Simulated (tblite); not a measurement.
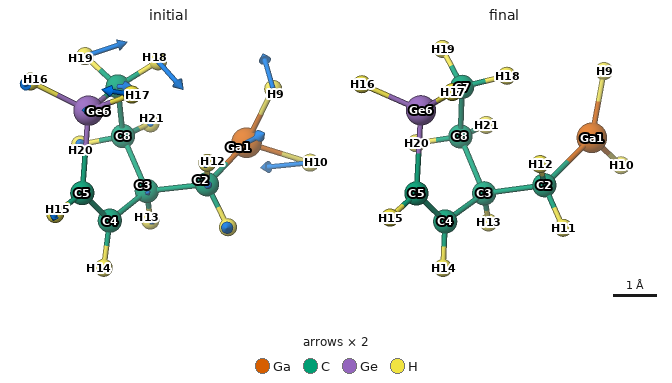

The structure of C6H13GaGe before (left) and after (right) a relaxation, at one scale. The blue arrows give the displacements, 2 times their true length.

A ball-and-stick model, seen at a tilt.

Level of theory: GFN2-xTB geometry optimisation, gas phase in tblite. 

Q: What changed between the two?

A: The energy falls by 29.7 kcal/mol in 106 geometry steps. The largest move after the best rigid fit is that of H10, 0.72 Å. By element the largest moves are H 0.72 Å, Ga 0.39 Å, C 0.21 Å, Ge 0.08 Å. Near-neighbour distances that change, for instance: Ga1–H21 2.315 → 2.586 Å, Ga1–C8 2.912 → 3.061 Å, Ga1–H10 1.645 → 1.586 Å, Ga1–H9 1.640 → 1.583 Å. Among the angles between lasting bonds that change: C2–Ga1–H9 98.2° → 125.9°, H9–Ga1–H10 92.8° → 111.9°, Ga1–C2–H11 105.0° → 112.5°.
